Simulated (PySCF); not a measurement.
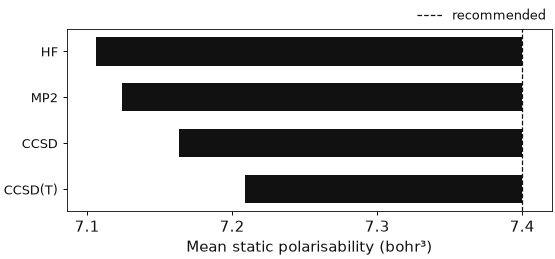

The mean static polarisability of N ([He] 2s² 2p³) across levels of theory. Finite fields; PySCF, aug-cc-pVTZ-DK, spin-free X2C-1e, unrestricted single determinants, no spin-orbit coupling. 2 core electrons frozen.

Which methods come out highest and lowest?

Answer. The values run from 7.106 bohr³ (HF) to 7.209 bohr³ (CCSD(T)). The recommended value is 7.40 ± 0.2 bohr³, too uncertain to rank the methods.

| Method | Mean static polarisability (bohr³) |
| --- | --- |
| HF | 7.106 |
| MP2 | 7.124 |
| CCSD | 7.163 |
| CCSD(T) | 7.209 |
